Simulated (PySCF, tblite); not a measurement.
# C4H7NO2Si: geometry, infrared bands and NMR shifts

Aim: predict the infrared bands and NMR shifts of C4H7NO2Si (`[H]/N=C1/CO[SiH2]OC1=C`).

Computed with tblite 0.8.0 and PySCF 2.14.0, with density-fitted response routines of our own, on a single molecule in the gas phase. Atoms are numbered from 0 throughout.

**1. The starting structure**

15 atoms, charge 0, multiplicity 1; geometry from: force field or distance geometry start.

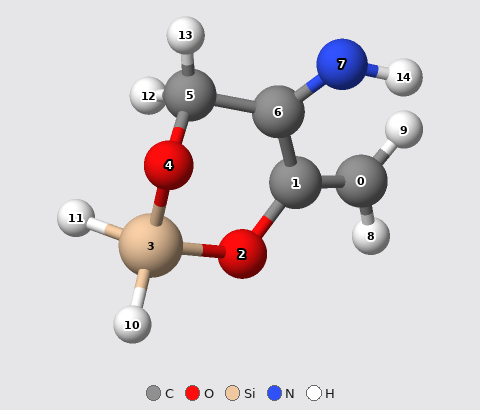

The starting geometry (carbon grey, oxygen red, silicon light orange, nitrogen blue, hydrogen white), atoms numbered.

**2. Relaxing the molecule with GFN2-xTB**

Job settings and geometry (Å):

```
{"job": {"kind": "relax", "xc": "GFN2-xTB", "basis": "xTB"}, "charge": 0, "multiplicity": 1}
C      2.184500    -0.628500    -0.309700
C      0.883800    -0.456500    -0.062200
O      0.012900    -1.558500     0.015000
Si    -1.700100    -1.231300     0.138500
O     -1.857700     0.359800     0.761200
C     -1.105700     1.149100    -0.149600
C      0.324200     0.868600     0.173100
N      1.109900     1.786700     0.674500
H      2.539200    -1.637900    -0.468500
H      2.890200     0.162600    -0.365900
H     -2.385700    -2.172300     1.048800
H     -2.368900    -1.197100    -1.181700
H     -1.290200     0.779700    -1.166300
H     -1.352200     2.217500    -0.024600
H      2.111400     1.566200     0.895400
```

Launch:

```
$ OMP_NUM_THREADS=1 python probes_run.py task.json out
```

One launch serves the whole session: the jobs run in the order shown.

What it wrote:

```text
step      E/eV     max force
  0    -678.57287    3.894
  1    -678.84874    2.841
  2    -679.02907    0.868
  3    -679.10354    0.662
  4    -679.15322    0.496
  5    -679.18971    0.520
  6    -679.21969    0.574
  7    -679.25187    0.465
  8    -679.27761    0.380
  9    -679.30380    0.395
 10    -679.33023    0.485
 11    -679.35644    0.480
 12    -679.38067    0.364
 13    -679.39877    0.307
 14    -679.41352    0.368
 15    -679.42923    0.302
 16    -679.44112    0.284
 17    -679.45073    0.297
 18    -679.46012    0.247
 19    -679.46808    0.225
 20    -679.47404    0.187
 21    -679.47911    0.170
 22    -679.48414    0.185
 23    -679.48826    0.157
 24    -679.49135    0.121
 25    -679.49387    0.118
 26    -679.49606    0.132
 27    -679.49769    0.127
 28    -679.49870    0.105
 29    -679.49952    0.084
 30    -679.50038    0.082
 31    -679.50125    0.056
 32    -679.50178    0.056
 33    -679.50233    0.056
 34    -679.50289    0.059
 35    -679.50351    0.081
 36    -679.50401    0.073
 37    -679.50435    0.042
 38    -679.50457    0.033
 39    -679.50473    0.027
 40    -679.50486    0.027
 41    -679.50496    0.023
 42    -679.50504    0.026
 43    -679.50509    0.021
 44    -679.50515    0.019
 45    -679.50522    0.030
 46    -679.50532    0.039
 47    -679.50542    0.030
 48    -679.50548    0.018
 49    -679.50553    0.017
 50    -679.50557    0.026
 51    -679.50564    0.035
 52    -679.50571    0.029
 53    -679.50578    0.022
 54    -679.50584    0.022
 55    -679.50592    0.030
 56    -679.50604    0.041
 57    -679.50617    0.036
 58    -679.50628    0.023
 59    -679.50637    0.023
 60    -679.50646    0.031
 61    -679.50655    0.028
 62    -679.50662    0.022
 63    -679.50668    0.017
 64    -679.50672    0.020
 65    -679.50676    0.021
 66    -679.50679    0.014
 67    -679.50682    0.014
 68    -679.50685    0.014
 69    -679.50688    0.014
 70    -679.50690    0.010
```

It took 0.36 s on 1 thread of Arm Neoverse V2, shared host.

Along the way: (not every step is listed)

```csv
step,energy from step 0 (eV),largest force (eV/Å)
0,0.0000,3.8937
1,-0.2759,2.8409
2,-0.4562,0.8684
3,-0.5307,0.6621
4,-0.5804,0.4957
5,-0.6168,0.5196
6,-0.6468,0.5740
7,-0.6790,0.4650
8,-0.7047,0.3797
13,-0.8259,0.3073
18,-0.8872,0.2467
23,-0.9154,0.1573
28,-0.9258,0.1051
33,-0.9295,0.0564
38,-0.9317,0.0331
43,-0.9322,0.0212
48,-0.9326,0.0181
53,-0.9329,0.0225
58,-0.9334,0.0232
63,-0.9338,0.0173
65,-0.9339,0.0207
66,-0.9339,0.0141
67,-0.9339,0.0137
68,-0.9340,0.0142
69,-0.9340,0.0137
70,-0.9340,0.0101
```

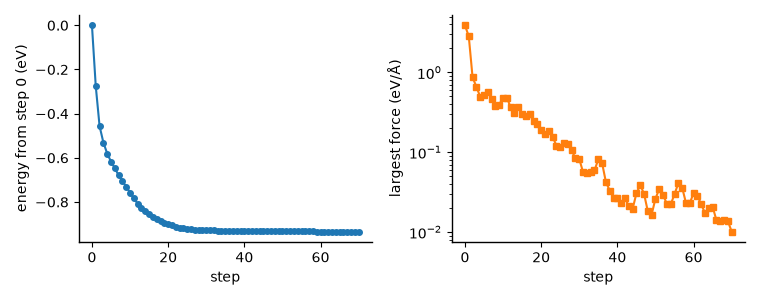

Energy and force, step by step.

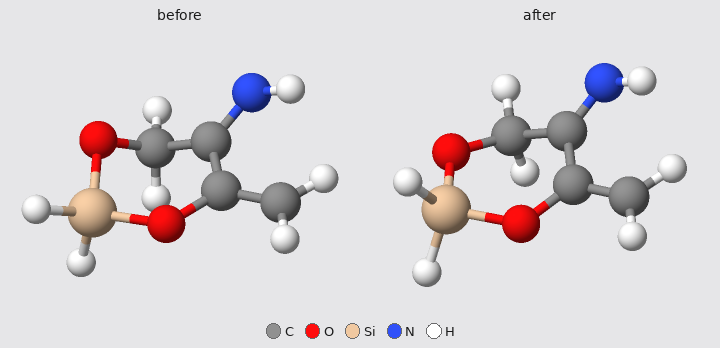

The geometry before (left) and after (right).

Close pairs (by a distance rule), those that changed most:

```csv
bond,before (Å),after (Å),change (Å)
O2–Si3,1.748,1.639,-0.110
Si3–O4,1.716,1.628,-0.088
C1–O2,1.407,1.354,-0.052
C6–N7,1.308,1.263,-0.045
N7–H14,1.049,1.017,-0.032
Si3–H10,1.478,1.452,-0.026
Si3–H11,1.480,1.455,-0.025
C1–C6,1.458,1.481,+0.023
```

The final coordinates are the input of the step that follows.

**3. Vibrational analysis with GFN2-xTB**

Job settings and geometry (Å):

```
{"job": {"kind": "ir", "xc": "GFN2-xTB", "basis": "xTB"}, "charge": 0, "multiplicity": 1}
C      2.114291    -0.753261    -0.263453
C      0.821405    -0.453402    -0.119188
O     -0.105616    -1.423133    -0.305062
Si    -1.696899    -1.305556     0.068173
O     -1.999995     0.277779     0.293925
C     -1.080052     1.250106    -0.126482
C      0.356768     0.918390     0.189995
N      1.060327     1.851761     0.669138
H      2.419111    -1.755267    -0.504441
H      2.884022    -0.010057    -0.169171
H     -1.973140    -1.937072     1.345724
H     -2.336275    -1.847457    -1.121051
H     -1.161148     1.394507    -1.213020
H     -1.336464     2.190298     0.368982
H      2.029251     1.610353     0.864018
```

What it wrote:

```text
mode    cm-1     km/mol
  1      43.9      0.46
  2      85.1      2.43
  3     142.1      9.26
  4     291.3      8.23
  5     333.9     10.45
  6     352.8     13.30
  7     407.5      7.76
  8     440.2      1.45
  9     524.0      0.80
 10     582.8     34.17
 11     601.6    151.93
 12     669.3      3.13
 13     675.7     14.72
 14     693.6     10.39
 15     728.4     93.95
 16     803.7    227.44
 17     809.2    108.88
 18     816.5    213.98
 19     840.8      0.78
 20     877.5     97.31
 21     983.2     12.83
 22    1018.1    131.94
 23    1044.6     34.46
 24    1129.1     63.33
 25    1193.9      2.37
 26    1238.7    346.03
 27    1299.9     10.08
 28    1320.7    101.32
 29    1372.2      4.48
 30    1452.5      4.97
 31    1633.6    123.49
 32    1706.4     66.66
 33    2333.8    355.38
 34    2372.6    170.93
 35    2879.9     33.58
 36    2968.8     15.08
 37    3128.5      1.41
 38    3162.4     13.97
 39    3343.1     14.64
```

Wall time 0.39 s (1 thread of Arm Neoverse V2, shared host).

The strongest bands and the atoms that carry them (share of the mass-weighted mode):

```csv
cm⁻¹,km/mol,atoms
602,151.9,"H10 39 %, H11 35 %, Si3 17 %"
804,227.4,"H11 49 %, H10 42 %"
816,214.0,"Si3 31 %, O4 30 %"
1018,131.9,"O2 36 %, H9 22 %, C0 18 %, H8 12 %"
1239,346.0,"C1 37 %, H14 18 %, O2 15 %"
1634,123.5,"C1 47 %, C0 37 %"
2334,355.4,"H11 82 %, H10 14 %"
2373,170.9,"H10 83 %, H11 15 %"
```

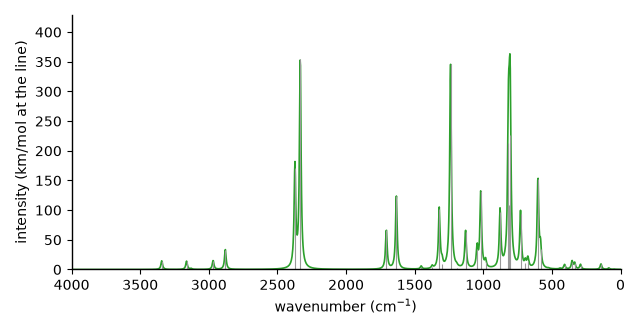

The infrared spectrum from these modes, unscaled. Lines are broadened to a width of 14 cm⁻¹ (Lorentzian).

**4. Shielding tensors: PBE0/pcSseg-1**

Settings changed since step 3:

```diff
@@ -1,2 +1,2 @@
-{"job": {"kind": "ir", "xc": "GFN2-xTB", "basis": "xTB"}, "charge": 0, "multiplicity": 1}
+{"job": {"kind": "nmr", "xc": "PBE0", "basis": "pcSseg-1"}, "charge": 0, "multiplicity": 1}
 C      2.114291    -0.753261    -0.263453
```

Level: GIAO PBE0/pcSseg-1 NMR shielding, non-relativistic, gas phase.

What it wrote:

```text
coarse grid: 13544 points
cycle   1  E = -650.5474895394  dE =  1.464e+00  |g| = 9.228e-01  |ddm| = 3.723e+00
cycle   2  E = -650.3397110633  dE =  2.078e-01  |g| = 1.406e+00  |ddm| = 1.967e+00
cycle   3  E = -650.6974658043  dE = -3.578e-01  |g| = 1.406e-01  |ddm| = 1.299e+00
cycle   4  E = -650.7009323864  dE = -3.467e-03  |g| = 7.536e-02  |ddm| = 1.720e-01
cycle   5  E = -650.7020808938  dE = -1.149e-03  |g| = 2.099e-02  |ddm| = 8.785e-02
cycle   6  E = -650.7021730854  dE = -9.219e-05  |g| = 3.989e-03  |ddm| = 2.319e-02
cycle   7  E = -650.7021760981  dE = -3.013e-06  |g| = 1.458e-03  |ddm| = 4.130e-03
final grid: 127776 points
cycle   8  E = -650.7679549227  dE = -1.940e-05  |g| = 1.235e-02  |ddm| = 2.735e-02
cycle   9  E = -650.7679179495  dE =  3.697e-05  |g| = 1.872e-02  |ddm| = 2.234e-02
cycle  10  E = -650.7679822766  dE = -6.433e-05  |g| = 1.771e-03  |ddm| = 1.489e-02
cycle  11  E = -650.7679830182  dE = -7.415e-07  |g| = 4.212e-04  |ddm| = 1.923e-03
cycle  12  E = -650.7679830510  dE = -3.280e-08  |g| = 1.327e-04  |ddm| = 4.136e-04
cycle  13  E = -650.7679830545  dE = -3.550e-09  |g| = 3.952e-05  |ddm| = 1.354e-04
cycle  14  E = -650.7679830548  dE = -2.731e-10  |g| = 1.720e-05  |ddm| = 5.201e-05
converged SCF energy = -650.7679830548

GIAO shielding tensors (ppm)
atom      isotropic    diamagn.    paramagn.     s11        s22        s33       span
  0 C       83.399     255.490    -172.091    -14.790     97.174    167.811    182.601
  1 C       27.155     253.154    -225.998    -83.309     60.046    104.729    188.037
  2 O      216.212     398.559    -182.347    153.850    215.494    279.293    125.442
  3 Si     377.433     880.580    -503.147    340.774    384.736    406.787     66.013
  4 O      307.634     395.555     -87.921    272.341    280.733    369.828     97.487
  5 C      114.993     244.023    -129.031     93.569    107.499    143.909     50.340
  6 C       14.306     255.077    -240.771    -93.147     10.407    125.659    218.806
  7 N      -76.759     322.330    -399.089   -400.211    -66.384    236.320    636.531
  8 H       26.581      30.354      -3.772     24.240     24.953     30.551      6.311
  9 H       26.487      32.600      -6.113     23.734     25.315     30.412      6.678
 10 H       26.694      29.239      -2.546     23.334     24.203     32.544      9.210
 11 H       26.645      29.067      -2.421     23.044     24.362     32.530      9.486
 12 H       26.758      29.091      -2.333     23.658     25.748     30.867      7.209
 13 H       26.783      28.678      -1.895     22.308     26.261     31.779      9.472
 14 H       20.351      34.717     -14.366     11.268     23.037     26.747     15.479
```

It took 20 s on 1 thread of Arm Neoverse V2, shared host; peak memory 0.81 GiB.

Shifts follow as δ = σ(reference) − σ, with reference shieldings (ppm) from runs at the same level and on the same kind of geometry: 1H TMS 31.72, 13C TMS 186.9, 29Si TMS 349.2, 15N NH3 267.7, 17O H2O 336.1. The references are single molecules in the gas phase, so shifts against H2O, NH3, PH3, H3PO4 or CFCl3 are not on the usual liquid scales and can be off by tens of ppm. Atoms listed in one row are averaged.

```csv
atoms,environment,σ (ppm),δ (ppm)
C6,"carbon bonded to 2 C, N",14.3,172.6
C1,"carbon bonded to 2 C, O",27.2,159.8
C0,"carbon bonded to C, 2 H",83.4,103.5
C5,"carbon bonded to C, O, 2 H",115.0,71.9
H14,hydrogen on a nitrogen bonded to C,20.35,11.37
H9,hydrogen on a carbon bonded to C,26.49,5.23
H8,hydrogen on a carbon bonded to C,26.58,5.14
"H10, H11",hydrogen on a silicon bonded to 2 O,26.67,5.05
"H12, H13","hydrogen on a carbon bonded to C, O",26.77,4.95
O2,"oxygen bonded to C, Si",216.2,119.9
O4,"oxygen bonded to C, Si",307.6,28.4
Si3,"silicon bonded to 2 O, 2 H",377.4,-28.3
N7,"nitrogen bonded to C, H",-76.8,344.5
```

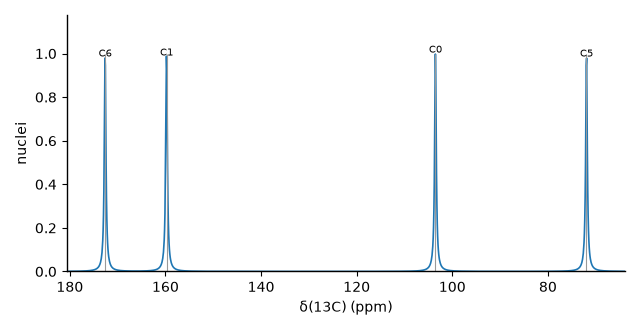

13C lines at the computed shifts, without couplings. Lines are broadened to a width of 0.40 ppm (Lorentzian).

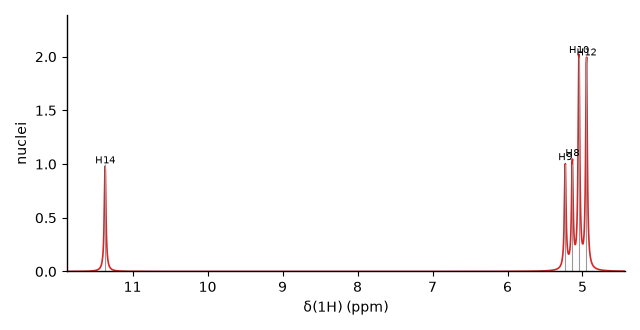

1H lines at the computed shifts, without couplings. Lines are broadened to a width of 0.03 ppm (Lorentzian).

The run also stored atomic charges by several schemes (e):

```csv
atoms,Mulliken,IAO,Hirshfeld,ESP fit
C0,-0.14,-0.35,-0.12,-0.64
C1,0.18,0.16,0.07,0.21
O2,-0.60,-0.60,-0.20,-0.39
Si3,0.99,1.23,0.47,0.77
O4,-0.63,-0.65,-0.24,-0.46
C5,0.18,-0.07,0.00,0.03
C6,-0.09,0.14,0.08,0.50
N7,-0.32,-0.43,-0.22,-0.80
```

ESP fit charges:

C0 -0.64; C1 0.21; O2 -0.39; Si3 0.77; O4 -0.46; C5 0.03; C6 0.50; N7 -0.80; H8 0.26; H9 0.21; H10 -0.12; H11 -0.12; H12 0.06; H13 0.10; H14 0.40

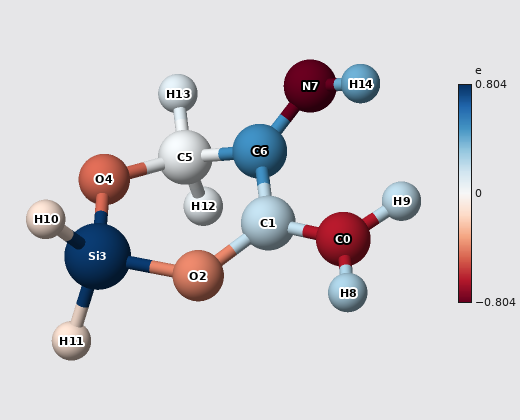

ESP fit charges, as colours on the atoms.

Mayer bond orders: C0–C1 1.87, C1–O2 0.95, O2–Si3 0.92, Si3–O4 1.00, O4–C5 0.87, C5–C6 0.97, C6–N7 2.09, C6–C1 0.91.

Ring of atoms C1, O2, Si3, O4, C5, C6: NICS(0) 0.5, NICS(1) -0.6, NICS(1)zz 2.0 ppm (means of both faces).

**5. Summary of results**

```
                                                              quantity                              value
                             strongest single infrared mode (GFN2-xTB)              2334 cm⁻¹, 355 km/mol
                                          zero-point energy (GFN2-xTB)                      66.2 kcal/mol
                                13C shifts against TMS (PBE0/pcSseg-1)      172.6, 159.8, 103.5, 71.9 ppm
1H shifts against TMS (PBE0/pcSseg-1, means over atoms taken as alike)  11.37, 5.23, 5.14, 5.05, 4.95 ppm
                                17O shifts against H2O (PBE0/pcSseg-1)                    119.9, 28.4 ppm
                               29Si shifts against TMS (PBE0/pcSseg-1)                          -28.3 ppm
                                15N shifts against NH3 (PBE0/pcSseg-1)                          344.5 ppm
```

Relaxing lowered the energy by 0.934 eV in 70 steps; the close pair that moved most is O2–Si3, from 1.748 to 1.639 Å. No mode is imaginary among the 39: a minimum at this level. The strongest single mode, at 2334 cm⁻¹, moves mainly H11. GFN2-xTB is a fitted tight-binding method: band positions and strengths are rough. Its intensities can rank the bands wrongly. At PBE0/pcSseg-1: The largest span, 637 ppm, is at N7, where the paramagnetic term is -399 ppm.
